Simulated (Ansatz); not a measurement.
# AlCl (aluminium monochloride) at 6 levels

Wanted: a comparison of 6 runs (HF/3-21G, B3LYP/6-31G*, CAM-B3LYP/aug-cc-pVTZ, RPA@PBE/aug-cc-pVTZ, MP2/aug-cc-pVTZ, CCSD/aug-cc-pVTZ) of AlCl (aluminium monochloride). 

The results are computed with Ansatz 0.2.0.

34 further runs of the same task are left out: 34 set aside as unsound or not needed.

## (1) Starting point

AlCl: 2 atoms, total charge 0, spin state singlet. SMILES: `[Al][Cl]`. The Al1–Cl2 distance was set to 3.195 Å, away from the relaxed value.

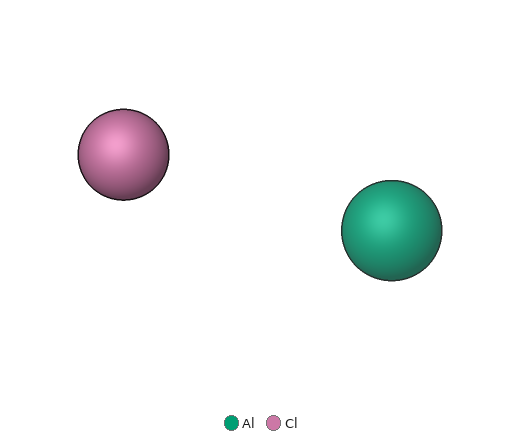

The structure, seen from a chosen angle (aluminium teal, chlorine pink).

## (2) A single-point energy at HF/3-21G (run 1)

Input file molecule.yaml:

```yaml
crystal:
  periodic: [false, false, false]
  atoms:
    - {symbol: Al, position_ang: [0.000000, 0.000000, -1.065087]}
    - {symbol: Cl, position_ang: [0.000000, 0.000000, 2.130113]}
basis:
  gaussian:
    orbitals: 3-21G.json
hamiltonian:
  xc: hf
accuracy: high
output: {orbitals: {seedname: orbitals}}
```

The basis set 3-21G is read from a file made from the Basis Set Exchange's data (not shown).

On the command line:

```
$ ansatz run molecule.yaml --threads 1 --pin off --max-ram 3480MiB --events-out events.jsonl --progress --plain --runs-dir runs
```

The program printed:

```text
Warning: RAYON_NUM_THREADS=1 ignored (pool sized by the plan → 1); use --threads N
Functional definition: HF
  name "HF"
  exchange = exact_x
  correlation = 0
496 factors; integrals over basis functions are off by at most 4.1e-9 eV
mean field evaluation 1: about -18989.4567 eV, gradient 1.8e1 eV
mean field evaluation 2: about -18989.4574 eV, gradient 1.8e1 eV
mean field evaluation 4: about -18990.8884 eV, gradient 9.5e-1 eV
mean field evaluation 8: about -18990.8986 eV, gradient 4.0e-3 eV
mean field -18990.89859395 eV, -697.9026508341 hartree, gradient 6.1e-8 eV, S^2 0.000000; 0 other end points of the search recorded, 0 dependent functions left out
reference -18990.89859395 eV, -697.9026508341 hartree; 15, 15 occupied and 11, 11 virtual orbitals, 496 factors
Total energy: -18990.89859395 eV, -697.9026508341 hartree
```

It took 0.31 s on 1 thread of AMD EPYC 7R13 (Zen 3), shared host.

## (3) A single-point energy at B3LYP/6-31G(d) (spherical functions) (run 2)

Input file in.yaml:

```yaml
crystal:
  periodic: [false, false, false]
  atoms:
    - symbol: Al
      position_ang: [0.000000, 0.000000, -1.065087]
    - symbol: Cl
      position_ang: [0.000000, 0.000000, 2.130113]
basis:
  gaussian: {orbitals: 6-31G_st_-spherical.json}
hamiltonian: {xc: {name: B3LYP}}
accuracy: high
output: {orbitals: {seedname: orbitals}}
```

The basis set 6-31G* is read from a file made from the Basis Set Exchange's data (not shown).

On the command line:

```
$ ansatz run in.yaml --threads 1 --pin off --max-ram 3480MiB --events-out events.jsonl --progress --plain --runs-dir runs
```

The program printed:

```text
Warning: RAYON_NUM_THREADS=1 ignored (pool sized by the plan → 1); use --threads N
Functional definition: B3LYP
  name "B3LYP"
  parameter a0 = 0.2
  parameter ax = 0.72
  parameter ac = 0.81
  exchange = (1 - a0 - ax)*slater_x + ax*b88_x + a0*exact_x
  correlation = (1 - ac)*vwn_rpa_c + ac*lyp_c
587 factors; integrals over basis functions are off by at most 3.8e-9 eV
mean field evaluation 1: about -19116.6366 eV, gradient 2.2e1 eV
mean field evaluation 2: about -18959.2162 eV, gradient 1.4e2 eV
mean field evaluation 4: about -19119.0117 eV, gradient 2.7e0 eV
mean field evaluation 8: about -19119.0522 eV, gradient 7.8e-2 eV
mean field evaluation 16: about -19119.0522 eV, gradient 2.8e-6 eV
mean field -19119.05223010 eV, -702.6122100971 hartree, gradient 3.2e-8 eV, S^2 0.000000; 0 other end points of the search recorded, 0 dependent functions left out
reference -19119.05225951 eV, -702.6122111778 hartree; 15, 15 occupied and 21, 21 virtual orbitals, 587 factors
Total energy: -19119.05225951 eV, -702.6122111778 hartree
```

Run time: 1.4 s. Hardware: 1 thread of AMD EPYC 7R13 (Zen 3), shared host; peak memory 0.11 GiB.

Runs 3 to 5 aren't shown in full; the table further down has their settings and results.

## (4) The energy at CCSD/aug-cc-pVTZ (run 6)

Input file run.yaml:

```yaml
crystal:
  periodic: [false, false, false]
  atoms:
    - {symbol: Al, position_ang: [0.000000, 0.000000, -1.065087]}
    - {symbol: Cl, position_ang: [0.000000, 0.000000, 2.130113]}
basis:
  gaussian:
    orbitals: aug-cc-pVTZ
accuracy: high
correlation:
  method: ccsd
  frozen_orbitals: {Al: 5, Cl: 5}
scf:
  omitted_lower_state_checks: [cluster_reference, increment]
```

On the command line:

```
$ ansatz run run.yaml --threads 1 --pin off --max-ram 3480MiB --events-out events.jsonl --progress --plain --runs-dir runs
```

The program printed (excerpt; [...] marks lines left out):

```text
Warning: RAYON_NUM_THREADS=1 ignored (pool sized by the plan → 1); use --threads N
[... 2 set-up lines as earlier in the session ...]
[...]
1301 factors; integrals over basis functions are off by at most 3.5e-9 eV
[...]
mean field -19087.11837623 eV, -701.4386626129 hartree, gradient 2.5e-8 eV, S^2 0.000000; 0 other end points of the search recorded, 0 dependent functions left out
10 core orbitals not correlated: weight in the atoms' cores, before any rotation towards them, 1.000 or more for the frozen orbitals, at most 0.000 for the correlated occupied ones
reference -19087.11837623 eV, -701.4386626129 hartree; 5, 5 occupied and 85, 85 virtual orbitals, 1301 factors
second order -6.62033800 eV of doubles, -0.00000000 eV of singles
cycle   1  -7.04510805 eV  change   -4.2e-1 eV  update   8.1e-2
[...]
cycle  25  -7.30841065 eV  change   4.5e-10 eV  update   1.2e-9
Total energy: -19094.42678688 eV, -701.7072417505 hartree
Checks for a lower state left out: cluster_reference, increment
```

Wall time 6 s (1 thread of AMD EPYC 7R13 (Zen 3), shared host); peak memory 0.47 GiB.

## (5) All runs side by side

| run | level | frozen core orbitals | energy (Eh) | wall time |
| --- | --- | --- | --- | --- |
| 1 | HF/3-21G | – | -697.902651 | 0.31 s |
| 2 | B3LYP/6-31G* (spherical functions) | – | -702.612211 | 1.4 s |
| 3 | CAM-B3LYP/aug-cc-pVTZ | – | -702.658139 | 4.8 s |
| 4 | RPA@PBE/aug-cc-pVTZ | 10 | -701.852843 | 5.7 s |
| 5 | MP2/aug-cc-pVTZ | 10 | -701.681956 | 2.7 s |
| 6 | CCSD/aug-cc-pVTZ | 10 | -701.707242 | 6 s |

## (6) Summary of results

| quantity | value |
| --- | --- |
| run 6: total energy | -701.70724 Eh |
| run 6: correlation energy (10 core orbitals frozen) | -268.6 mEh |
| run 6: T1 diagnostic | 0.018 |

In words: Over runs 1, 2, 3 the HOMO–LUMO gap runs from 3.05 eV (B3LYP/6-31G*) to 8.47 eV (HF/3-21G). The two ends differ in method and basis. Totals of different functionals can't be ranked against each other. All runs together took 21 s, the longest 6 s.
